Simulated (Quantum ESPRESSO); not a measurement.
# Constrained canting in MnS (Browneite), part 2 of 3

How does the energy of MnS (Browneite) follow the angle between its sublattices, and is it a Heisenberg cosine?

Quantum ESPRESSO 7.5; LDA with U = 4 eV on Mn d (ortho-atomic projectors); plane waves with GBRV 1.5 LDA potentials, no spin-orbit coupling.

So far, largest spin moment in the atom's sphere (μB): step 2 (the collinear order that defines the sublattices) 4.25; step 3 (ferromagnetic, Kohn–Sham states 34, start moments [4.5, 4.5 …) 4.33.

### 4. Angle 0°, no penalty

The two sets tilt by half the angle to either side of z. A collinear state is stationary and needs no penalty.

Input file pw.in:

```
&CONTROL
  calculation = 'scf'
  prefix = 'pwscf'
  outdir = './tmp'
  pseudo_dir = './pseudo'
  disk_io = 'nowf'
/
&SYSTEM
  ibrav = 0
  celldm(1) = 8
  nat = 4
  ntyp = 2
  ecutwfc = 34
  ecutrho = 238
  nbnd = 60
  occupations = 'smearing'
  smearing = 'fd'
  degauss = 0.00734986
  noncolin = .true.
  starting_magnetization(1) = 0.2833
  angle1(1) = 0
  angle2(1) = 0
  starting_magnetization(2) = 0
  nosym = .true.
/
&ELECTRONS
  conv_thr = 4d-08
  electron_maxstep = 150
  mixing_beta = 0.3
/
ATOMIC_SPECIES
Mn     54.9380 mn_lda_v1.5.uspp.F.UPF
S      32.0600 s_lda_v1.4.uspp.F.UPF
CELL_PARAMETERS alat
   0.0000000000000    0.6614041436190    0.6614041436190
   1.3228082872380    0.0000000000000    1.3228082872380
   1.3228082872380    0.6614041436190    0.6614041436190
ATOMIC_POSITIONS crystal
Mn      0.0000000000    0.0000000000    0.0000000000
Mn      0.0000000000    0.5000000000    0.0000000000
S       0.2500000000    0.0000000000    0.2500000000
S       0.2500000000    0.5000000000    0.2500000000
K_POINTS automatic
4 2 4 0 0 0
HUBBARD {ortho-atomic}
U Mn-3d 4.0000
```

Launch:

```
$ OMP_NUM_THREADS=1 mpirun -n 3 pw.x -nk 3 -in pw.in > pw.out
```

What it wrote:

```text
[banner, memory and clock lines left out]
Program PWSCF v.7.5 starts

     Found identity + (  0.0000 -0.5000 -0.0000) symmetry
     This is a supercell, fractional translations are disabled

     bravais-lattice index     =            0
     lattice parameter (alat)  =       8.0000  a.u.
     unit-cell volume          =     592.5578 (a.u.)^3
     number of atoms/cell      =            4
     number of atomic types    =            2
     number of electrons       =        42.00
     number of Kohn-Sham states=           60
     kinetic-energy cutoff     =      34.0000  Ry
     charge density cutoff     =     238.0000  Ry
     scf convergence threshold =      4.0E-08
     mixing beta               =       0.3000
     number of iterations used =            8  plain     mixing
     Exchange-correlation=  SLA  PZ   NOGX NOGC
                           (   1   1   0   0   0   0   0)
     Noncollinear calculation without spin-orbit

     Hubbard projectors: ortho-atomic
     Hubbard parameters of DFT+U (Dudarev formulation) in eV:
     U(Mn-3d) =  4.0000

     Internal variables: lda_plus_u =T, lda_plus_u_kind = 0

     Internal variables: orbital_resolved =F, hub_pot_fix =F, apply_U = F

     [... lines left out ...]
     PseudoPot. # 1 for Mn read from file:
     mn_lda_v1.5.uspp.F.UPF
     Pseudo is Ultrasoft + core correction, Zval = 15.0

     PseudoPot. # 2 for S  read from file:
     s_lda_v1.4.uspp.F.UPF
     Pseudo is Ultrasoft + core correction, Zval =  6.0

     atomic species   valence    mass     pseudopotential
     Mn               15.00    54.93800     Mn( 1.00)
     S                 6.00    32.06000     S ( 1.00)

     No symmetry found

   Cartesian axes

     site n.     atom                  positions (alat units)
         1        Mn     tau(   1) = (   0.0000000   0.0000000   0.0000000  )
         2        Mn     tau(   2) = (   0.6614041   0.0000000   0.6614041  )
         3        S      tau(   3) = (   0.3307021   0.3307021   0.3307021  )
         4        S      tau(   4) = (   0.9921062   0.3307021   0.9921062  )

     number of k points=    32  Fermi-Dirac smearing, width (Ry)=  0.0073

     Dense  grid:    36763 G-vectors     FFT dimensions: (  40,  75,  64)

     Smooth grid:    15735 G-vectors     FFT dimensions: (  27,  60,  50)

     Check: negative core charge=   -0.000019
     Generating pointlists ...
     new r_m :   0.2363 (alat units)  1.8902 (a.u.) for type    1
     new r_m :   0.2363 (alat units)  1.8902 (a.u.) for type    2

     Initial potential from superposition of free atoms

     starting charge      40.9998, renormalised to      42.0000

     STARTING HUBBARD OCCUPATIONS:

     ================= HUBBARD OCCUPATIONS ================
     ------------------------ ATOM    1 ------------------------
     Tr[ns(  1)] (up, down, total) =   5.00000  0.00000  5.00000
     [... lines left out ...]
     Atomic magnetic moment mx, my, mz =     0.000000    0.000000    5.000000
     ------------------------ ATOM    2 ------------------------
     Tr[ns(  2)] (up, down, total) =   5.00000  0.00000  5.00000
     [... lines left out ...]
     Atomic magnetic moment mx, my, mz =     0.000000    0.000000    5.000000

     Number of occupied Hubbard levels =   10.0000

     atom number    1 relative position :    0.0000   0.0000   0.0000
     charge :    13.217546  (integrated on a sphere of radius 0.236)
     magnetization :          0.000000    0.000000    3.695214
     magnetization/charge:    0.000000    0.000000    0.279569
     polar coord.: r, theta, phi [deg] :     3.695214    0.000000  360.000000

     atom number    2 relative position :    0.6614   0.0000   0.6614
     charge :    13.217532  (integrated on a sphere of radius 0.236)
     magnetization :          0.000000    0.000000    3.695222
     magnetization/charge:    0.000000    0.000000    0.279570
     polar coord.: r, theta, phi [deg] :     3.695222    0.000000  360.000000

     atom number    3 relative position :    0.3307   0.3307   0.3307
     charge :     4.070826  (integrated on a sphere of radius 0.236)
     magnetization :          0.000000    0.000000    0.049677
     magnetization/charge:    0.000000    0.000000    0.012203
     polar coord.: r, theta, phi [deg] :     0.049677    0.000000  360.000000

     atom number    4 relative position :    0.9921   0.3307   0.9921
     charge :     4.070844  (integrated on a sphere of radius 0.236)
     magnetization :          0.000000    0.000000    0.049671
     magnetization/charge:    0.000000    0.000000    0.012202
     polar coord.: r, theta, phi [deg] :     0.049671    0.000000  360.000000

     Atomic wfc used for Hubbard projectors are orthogonalized

     Starting wfcs are   68 randomized atomic wfcs

     Self-consistent Calculation

     iteration #  1     ecut=    34.00 Ry     beta= 0.30
     Davidson diagonalization with overlap
     ethr =  1.00E-02,  avg # of iterations =  4.1

     ================= HUBBARD OCCUPATIONS ================
     ------------------------ ATOM    1 ------------------------
     Tr[ns(  1)] (up, down, total) =   4.84431  0.14982  4.99413
     [... lines left out ...]
     Atomic magnetic moment mx, my, mz =    -0.000000   -0.000000    4.694484
     ------------------------ ATOM    2 ------------------------
     Tr[ns(  2)] (up, down, total) =   4.84437  0.14984  4.99421
     [... lines left out ...]
     Atomic magnetic moment mx, my, mz =    -0.000000   -0.000000    4.694532

     Number of occupied Hubbard levels =    9.9883

     total energy              =    -470.30149809 Ry
     estimated scf accuracy    <       0.95791008 Ry

     total magnetization       =    -0.00    -0.00     9.99 Bohr mag/cell
     absolute magnetization    =     9.99 Bohr mag/cell

     [... further iterations left out ...]

     iteration # 10     ecut=    34.00 Ry     beta= 0.30
     Davidson diagonalization with overlap
     ethr =  9.59E-11,  avg # of iterations =  4.4

     atom number    1 relative position :    0.0000   0.0000   0.0000
     charge :    12.916649  (integrated on a sphere of radius 0.236)
     magnetization :         -0.000000    0.000000    4.330106
     magnetization/charge:   -0.000000    0.000000    0.335234
     polar coord.: r, theta, phi [deg] :     4.330106    0.000000  360.000000

     atom number    2 relative position :    0.6614   0.0000   0.6614
     charge :    12.916599  (integrated on a sphere of radius 0.236)
     magnetization :          0.000000    0.000000    4.330130
     magnetization/charge:    0.000000    0.000000    0.335238
     polar coord.: r, theta, phi [deg] :     4.330130    0.000000  360.000000

     atom number    3 relative position :    0.3307   0.3307   0.3307
     charge :     4.225012  (integrated on a sphere of radius 0.236)
     magnetization :         -0.000000   -0.000000    0.077274
     magnetization/charge:   -0.000000   -0.000000    0.018290
     polar coord.: r, theta, phi [deg] :     0.077274    0.000000  360.000000

     atom number    4 relative position :    0.9921   0.3307   0.9921
     charge :     4.225018  (integrated on a sphere of radius 0.236)
     magnetization :         -0.000000   -0.000000    0.077267
     magnetization/charge:   -0.000000   -0.000000    0.018288
     polar coord.: r, theta, phi [deg] :     0.077267    0.000000  360.000000

     End of self-consistent calculation

     ================= HUBBARD OCCUPATIONS ================
     ------------------------ ATOM    1 ------------------------
     Tr[ns(  1)] (up, down, total) =   4.95552  0.28218  5.23770
     [... lines left out ...]
     Atomic magnetic moment mx, my, mz =     0.000000    0.000000    4.673338
     ------------------------ ATOM    2 ------------------------
     Tr[ns(  2)] (up, down, total) =   4.95552  0.28218  5.23770
     [... lines left out ...]
     Atomic magnetic moment mx, my, mz =     0.000000    0.000000    4.673339

     Number of occupied Hubbard levels =   10.4754
     [... lines left out ...]
     the Fermi energy is     7.3610 ev

!    total energy              =    -470.47493633 Ry
     estimated scf accuracy    <       0.00000003 Ry
     smearing contrib. (-TS)   =      -0.00009099 Ry
     internal energy E=F+TS    =    -470.47484534 Ry

     The total energy is F=E-TS. E is the sum of the following terms:
     one-electron contribution =    -316.07088642 Ry
     hartree contribution      =     168.48331443 Ry
     xc contribution           =     -69.53989583 Ry
     ewald contribution        =    -253.43760864 Ry
     Hubbard energy            =       0.09023112 Ry

     total magnetization       =     0.00     0.00    10.00 Bohr mag/cell
     absolute magnetization    =    10.00 Bohr mag/cell

     convergence has been achieved in  10 iterations
```

It took 6.7 min on 3 MPI ranks of Intel Xeon at 2.80GHz (Skylake/Cascade Lake), shared host; peak memory 0.64 GiB; 9.3 min of CPU time.

Spin moment in the atom's sphere by atom:

| atom | x (μB) | y (μB) | z (μB) | size |
| --- | --- | --- | --- | --- |
| Mn1 | 0.00 | 0.00 | 4.33 | 4.33 |
| Mn2 | 0.00 | 0.00 | 4.33 | 4.33 |
| S3 | 0.00 | 0.00 | 0.08 | 0.08 |
| S4 | 0.00 | 0.00 | 0.08 | 0.08 |

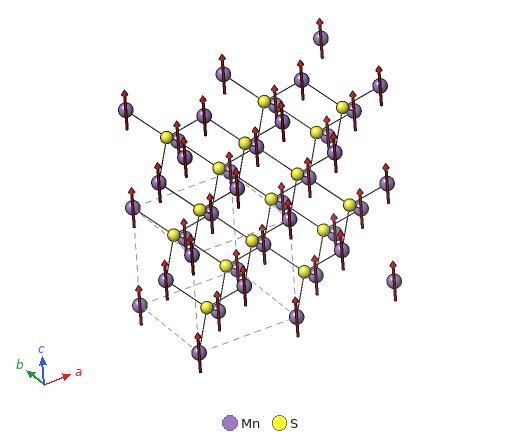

Spin moment in the atom's sphere as arrows, the longest 4.33 μB. Bonds to atoms that aren't drawn are left out. 2×1×2 conventional cells are drawn. Some periodic images of atoms are drawn too.

Numbers from this step:

```
smearing term TS       : 0.001238 eV
magnetization          : 0, 0, 9.998 μB
absolute magnetization : 9.998 μB
final state            : ferromagnetic
```

### 5. Angle 30°, lambda 0.5 Ry

A penalty pulls the polar angle of each moment to the typed one; its size and its azimuth are free.

pw.in: that of step 4 with these lines changed.

```diff
@@ -11,3 +11,3 @@
   nat = 4
-  ntyp = 2
+  ntyp = 3
   ecutwfc = 34
@@ -20,5 +20,12 @@
   starting_magnetization(1) = 0.2833
-  angle1(1) = 0
+  angle1(1) = 15
   angle2(1) = 0
-  starting_magnetization(2) = 0
+  starting_magnetization(2) = 0.2833
+  angle1(2) = 15
+  angle2(2) = 180
+  starting_magnetization(3) = 0.0117
+  angle1(3) = 0
+  angle2(3) = 0
+  constrained_magnetization = 'atomic direction'
+  lambda = 0.5
   nosym = .true.
@@ -31,3 +38,4 @@
 ATOMIC_SPECIES
-Mn     54.9380 mn_lda_v1.5.uspp.F.UPF
+Mn1    54.9380 mn_lda_v1.5.uspp.F.UPF
+Mn2    54.9380 mn_lda_v1.5.uspp.F.UPF
 S      32.0600 s_lda_v1.4.uspp.F.UPF
@@ -38,4 +46,4 @@
 ATOMIC_POSITIONS crystal
-Mn      0.0000000000    0.0000000000    0.0000000000
-Mn      0.0000000000    0.5000000000    0.0000000000
+Mn1     0.0000000000    0.0000000000    0.0000000000
+Mn2     0.0000000000    0.5000000000    0.0000000000
 S       0.2500000000    0.0000000000    0.2500000000
@@ -45,2 +53,3 @@
 HUBBARD {ortho-atomic}
-U Mn-3d 4.0000
+U Mn1-3d 4.0000
+U Mn2-3d 4.0000
```

What it wrote:

```text
     [... lines left out ...]
Program PWSCF v.7.5 starts
     [... lines left out ...]
     number of atoms/cell      =            4
     [... lines left out ...]
     number of electrons       =        42.00
     number of Kohn-Sham states=           60
     kinetic-energy cutoff     =      34.0000  Ry
     charge density cutoff     =     238.0000  Ry
     scf convergence threshold =      4.0E-08
     [... lines left out ...]
     Noncollinear calculation without spin-orbit
     [... lines left out ...]
     No symmetry found
     [... lines left out ...]
     number of k points=    32  Fermi-Dirac smearing, width (Ry)=  0.0073
     [... lines left out ...]
     iteration # 17     ecut=    34.00 Ry     beta= 0.30
     [... lines left out ...]
     constraint energy (Ry) =      0.00035469
     atom number    1 relative position :    0.0000   0.0000   0.0000
     [... lines left out ...]
     magnetization :          1.386423   -0.000023    4.091052
     [... lines left out ...]
     atom number    2 relative position :    0.6614   0.0000   0.6614
     [... lines left out ...]
     magnetization :         -1.386419    0.000061    4.091077
     [... lines left out ...]
     atom number    3 relative position :    0.3307   0.3307   0.3307
     [... lines left out ...]
     magnetization :         -0.000000    0.000000    0.070703
     [... lines left out ...]
     atom number    4 relative position :    0.9921   0.3307   0.9921
     [... lines left out ...]
     magnetization :          0.000000    0.000000    0.070697
     [... lines left out ...]
     Tr[ns(  1)] (up, down, total) =   4.82936  0.41375  5.24311
     [... lines left out ...]
     Tr[ns(  2)] (up, down, total) =   4.82936  0.41375  5.24311
     [... lines left out ...]
     the Fermi energy is     7.3384 ev
!    total energy              =    -470.47704360 Ry
     estimated scf accuracy    <          3.3E-09 Ry
     smearing contrib. (-TS)   =      -0.00005110 Ry
     [... lines left out ...]
     total magnetization       =     0.00     0.00     9.44 Bohr mag/cell
     absolute magnetization    =     9.94 Bohr mag/cell
     [... lines left out ...]
     convergence has been achieved in  17 iterations
```

Run time: 9.9 min. Hardware: 3 MPI ranks; peak memory 0.61 GiB.

Spin moment in the atom's sphere by atom:

| atom | x (μB) | y (μB) | z (μB) | size |
| --- | --- | --- | --- | --- |
| Mn1 | 1.39 | 0.00 | 4.09 | 4.32 |
| Mn2 | -1.39 | 0.00 | 4.09 | 4.32 |
| S3 | 0.00 | 0.00 | 0.07 | 0.07 |
| S4 | 0.00 | 0.00 | 0.07 | 0.07 |

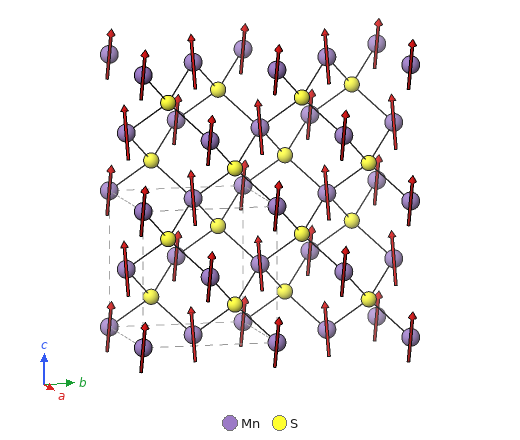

Spin moment in the atom's sphere as arrows, the longest 4.32 μB. Bonds to atoms that aren't drawn are left out. 1×2×2 conventional cells are drawn. Some periodic images of atoms are drawn too.

This step gave:

```
smearing term TS       : 6.95e-4 eV
magnetization          : 0, 0, 9.437 μB
absolute magnetization : 9.945 μB
penalty energy         : 4.826 meV
final state            : non-collinear
```

(Part 2 of 3 ends here.)

[Logs and program files are shortened in this print: banners, set-up blocks, solver, clock and traceback lines can be left out without a mark of their own.]

[Logs are printed without paths, hosts, clocks, repeated set-up lines and the standing remarks that a program may print on its own settings, such as how far it seeks lower states.]

[Hosts, paths, dates, database ids (printed as entryN), source tags and the programs' standing remarks are cut or masked in the printed files.]

[Where a cell is said to come from a database of computed structures, the database is the Materials Project.]
